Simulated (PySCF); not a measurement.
System: C5H15P2 (charge +1).

```xyz
22

C     1.0923   -1.9466   -0.8479
P     0.7771   -0.1613   -0.8549
P     2.5521    0.8823   -0.1973
C    -0.6719    0.2983    0.2151
C    -0.3599   -0.1479    1.6399
C    -1.9215   -0.3871   -0.3301
C    -0.7996    1.8193    0.1368
H     1.8399   -2.1874   -1.6050
H     0.1775   -2.4967   -1.0664
H     1.4737   -2.2423    0.1306
H     0.3746    0.1196   -2.1542
H     2.2634    2.0025   -0.9836
H     3.3246    0.2813   -1.1994
H    -1.1439    0.1981    2.3096
H    -0.3136   -1.2326    1.7168
H     0.5847    0.2740    1.9866
H    -2.0999   -0.1191   -1.3708
H    -1.8514   -1.4701   -0.2516
H    -2.7875   -0.0724    0.2481
H     0.0792    2.3088    0.5592
H    -1.6655    2.1450    0.7091
H    -0.9350    2.1536   -0.8921
```

Geometry: GFN2-xTB.

All numbers below come from PBE0/pcSseg-1, SCF density, gas phase, non-relativistic (PySCF 2.14.0).

**What can the converged electron density and electron localisation function tell about the bonding?**

C–C (1.53 Å): ρ at the midpoint is about 1.6 e/Å³; the ELF peaks at about 0.95 between the atoms, as expected for a shared electron pair.
P–P (2.16 Å): ρ at the midpoint is about 0.89 e/Å³; the ELF peaks at about 0.95 between the atoms (a covalent bond).
C–H (1.09 Å): ρ is about 2 e/Å³ halfway; the ELF climbs to about 1 towards the hydrogen, as it does in any bond to H: a covalent bond by its length.
C–P (1.86 Å): the density is about 1.1 e/Å³ at the midpoint; the ELF peaks at about 0.95 between the atoms, as expected for a covalent bond.

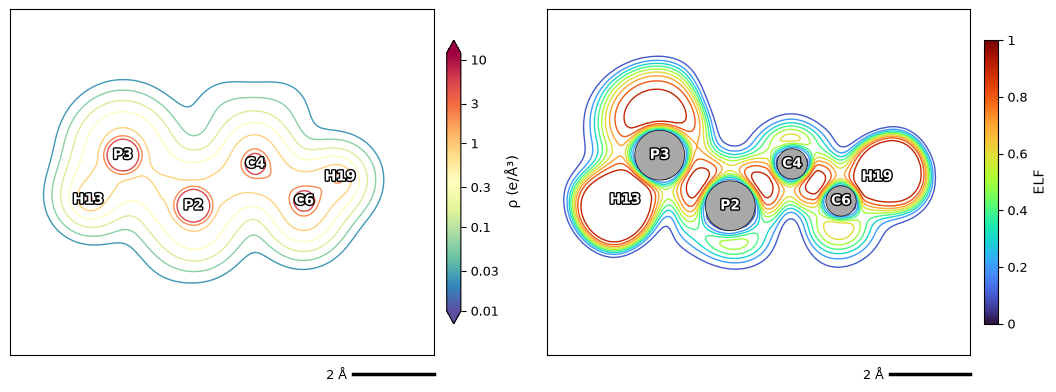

Computed electron density and electron localisation function on the plane of atoms P2, C4 and C6, in this order. Grey discs cover the atomic cores in the ELF map. 
